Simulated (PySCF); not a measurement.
## Electronic structure of C$_{3}$H$_{13}$BO$_{2}$Si$_{3}$ in real space

Input file:

```
{"job": {"kind": "nmr", "xc": "PBE0", "basis": "pcSseg-1"}, "charge": 0, "multiplicity": 1}
C     -1.567146     0.616787     1.308884
C     -1.785501     0.258808    -0.160889
C     -2.723984    -0.936363    -0.283206
Si    -0.135792    -0.109377    -1.060345
O      0.682358     1.322202    -1.024701
B      1.844217     1.853179    -0.670684
Si     3.250152     0.701266     0.106372
O      2.619015    -0.822042     0.176429
Si     1.251924    -1.668580    -0.071425
H     -2.514755     0.851469     1.793818
H     -0.915918     1.484613     1.399991
H     -1.110341    -0.214343     1.844687
H     -2.269564     1.113939    -0.644806
H     -3.680044    -0.731104     0.196972
H     -2.910861    -1.171904    -1.328309
H     -2.288713    -1.815240     0.189022
H     -0.378575    -0.213556    -2.512511
H      1.948067     3.020248    -0.848348
H      4.484059     0.486638    -0.664654
H      3.641072     0.956354     1.503258
H      1.672118    -2.795590    -0.911674
H      0.877801    -2.168018     1.260489
```

Command:

```sh
OMP_NUM_THREADS=1 python probes_run.py task.json out
```

Geometry: GFN2-xTB.

These are results of PBE0/pcSseg-1, SCF density, gas phase, non-relativistic (PySCF), not measurements.

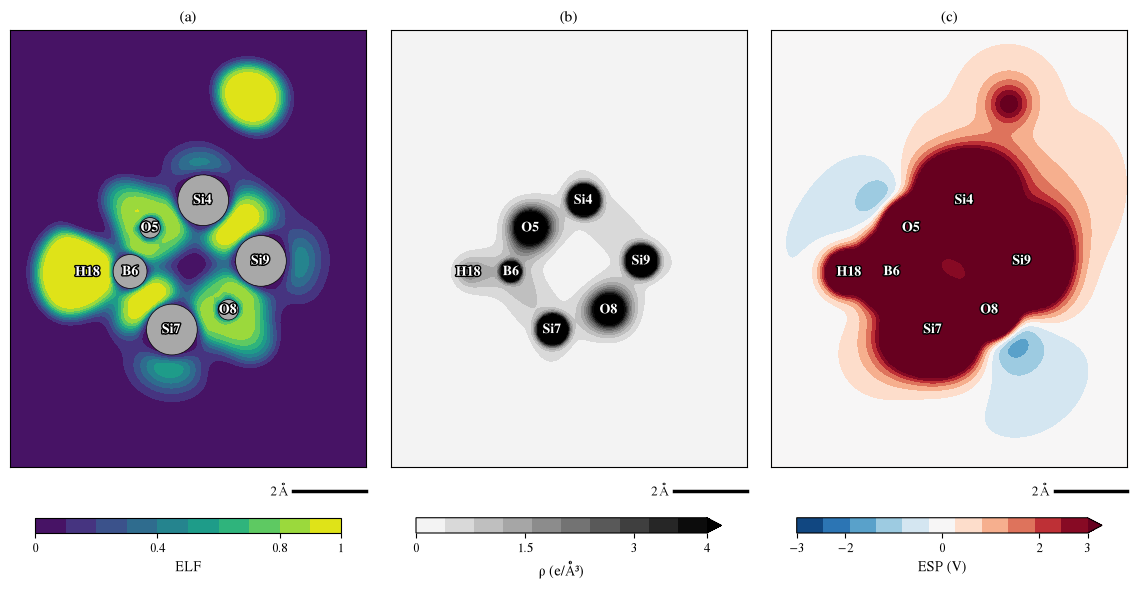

Figure 1. (a) ELF; (b) total electron density; (c) electrostatic potential on the plane of atoms O5, Si4 and Si9. Grey discs cover the atomic cores in the ELF map.

> What do the fields say about this system?

The section cuts through Si, O, B and H sites.
B–O (1.33 Å): ρ is about 2.2 e/Å³ halfway; the ELF peaks at about 0.90 between the atoms: a short, strongly polar bond.
Si–O (1.63 Å): ρ is about 1.1 e/Å³ halfway; the ELF peaks at about 0.85 between the atoms, as expected for a polar covalent bond.
Si–B (1.98 Å): ρ at the midpoint is about 0.87 e/Å³; the ELF peaks at about 1 between the atoms (a covalent bond).
Si–Si (2.31 Å): the density is about 0.7 e/Å³ at the midpoint; the ELF peaks at about 1 between the atoms: localised, covalent bonding.
The ELF also peaks beside O8 and O5, away from the bonds: lone-pair regions.
Outside the dense part of the molecule the potential is most negative (−1.6 V) near O8.

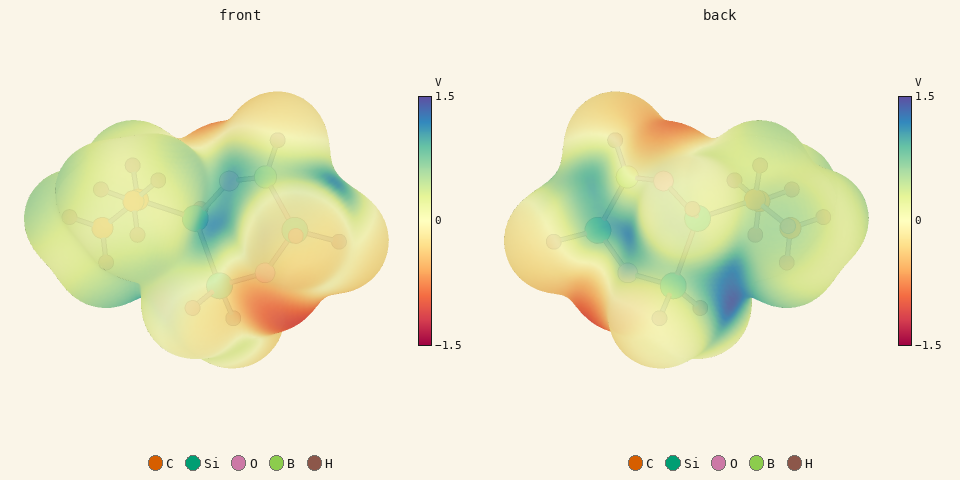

Figure 2. The electrostatic potential painted on the density surface at 0.001 e/bohr³, seen from the front and from behind; red is negative and blue positive.

> Where is the surface potential most negative and most positive?

The most negative region (about −1.0 V, or −23 kcal/mol for a unit charge) lies over O8, the most positive (about +1.3 V, or +30 kcal/mol for a unit charge) over Si9.

> How polar is the molecule by this calculation?

Its dipole moment is 2.09 D.
